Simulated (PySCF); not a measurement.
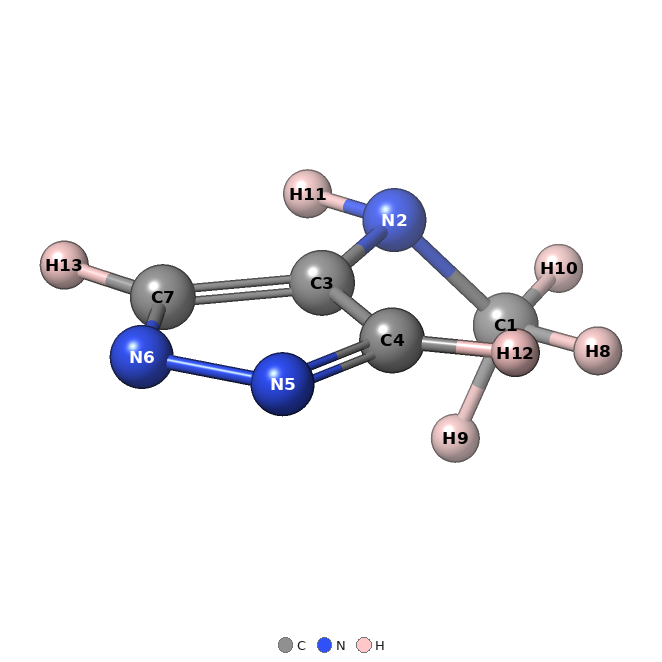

Depth is shown by fading: the farther an atom, the more it takes the colour of the background. State: charge −1, singlet. Computed geometry: GFN2-xTB optimisation. No frequency run is at hand to confirm it as a minimum.

Question: How is the 5-membered ring C3–C4–N5–N6–C7 puckered?

Answer: It is planar. The Cremer–Pople amplitude Q is 0.01 Å.

Question: Give the torsion angles round the ring, beginning with the bond from its second to its third atom.

Answer: 0°, 1°, −1°, 0°, 0°.
